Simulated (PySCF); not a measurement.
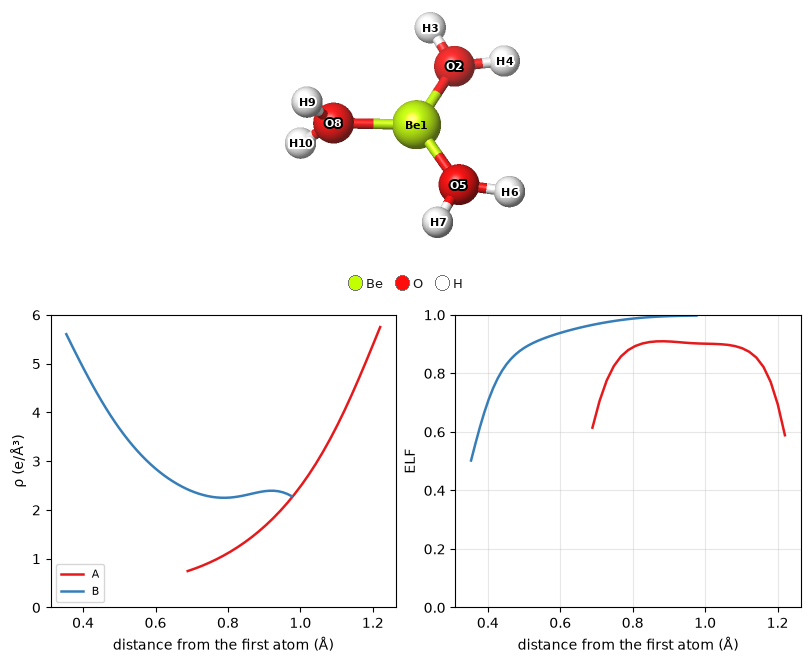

Figure 1: BeH₆O₃ (charge +2). Electron density and electron localisation function along straight lines between neighbouring atoms. The curves leave out the atomic cores. The structure is drawn too.

Geometry: PBE0-D3(BJ)/def2-SVPD.

Theory: wB97M-D3(BJ)/def2-TZVPD, SCF density, gas phase in PySCF 2.14.0.

Input

```
{"job": {"kind": "inter", "xc": "wB97M-D3(BJ)", "basis": "def2-TZVPD", "pairs": true}, "charge": 2, "multiplicity": 1, "parts": [{"atoms": "0-0", "charge": 2, "multiplicity": 1}, {"atoms": "1-3", "charge": 0, "multiplicity": 1}, {"atoms": "4-6", "charge": 0, "multiplicity": 1}, {"atoms": "7-9", "charge": 0, "multiplicity": 1}]}
Be     1.516983    -0.684056    -1.145979
O      1.991246     0.809064    -0.988422
H      2.671489     1.099039    -0.351144
H      1.689597     1.595932    -1.480293
O      0.437473    -1.090920    -2.217779
H     -0.015927    -0.519942    -2.866330
H      0.103241    -2.000431    -2.336455
O      2.142998    -1.801554    -0.198602
H      2.902655    -2.376174    -0.414634
H      1.830600    -2.035114     0.697155
```

Command:

```sh
OMP_NUM_THREADS=1 python cluster_run.py task.json out
```

> Which curve belongs to which contact (Be–O and O–H)? The first atom named is at distance zero.

Curve A: Be–O (1.57 Å): ρ is about 1.1 e/Å³ halfway; the ELF peaks at about 0.90 between the atoms; a polar covalent bond. Curve B: O–H (0.98 Å): the density is about 3.8 e/Å³ at the midpoint; the ELF climbs to about 1 towards the hydrogen, as it does in any bond to H (a covalent bond by its length).
